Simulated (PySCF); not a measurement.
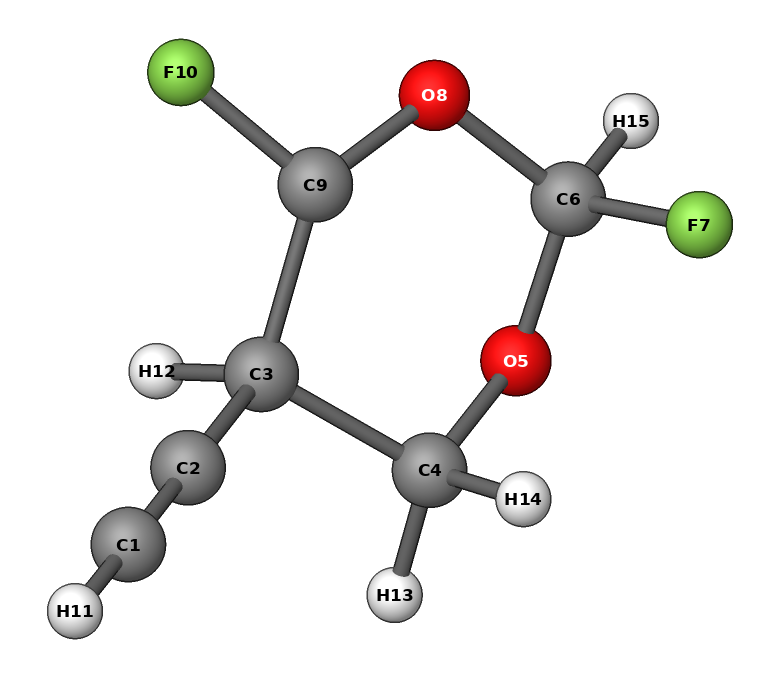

The questions are on Mulliken spin populations. State: neutral, doublet. The geometry was computed by an optimisation with GFN2-xTB. No frequency run is at hand to confirm it as a minimum. Level of theory: UKS B3LYP, pcH-1 on C F H O, non-relativistic (PySCF 2.14.0).

List the Mulliken spin populations.

| atom | value (e) |
| --- | --- |
| C1 | −0.01 |
| C2 | 0.01 |
| C3 | −0.03 |
| C4 | 0.00 |
| O5 | 0.00 |
| C6 | 0.00 |
| F7 | 0.01 |
| O8 | 0.08 |
| C9 | 0.83 |
| F10 | 0.05 |
| H11 | 0.00 |
| H12 | 0.06 |
| H13 | 0.00 |
| H14 | 0.00 |
| H15 | 0.00 |

Mulliken values depend strongly on the basis set.
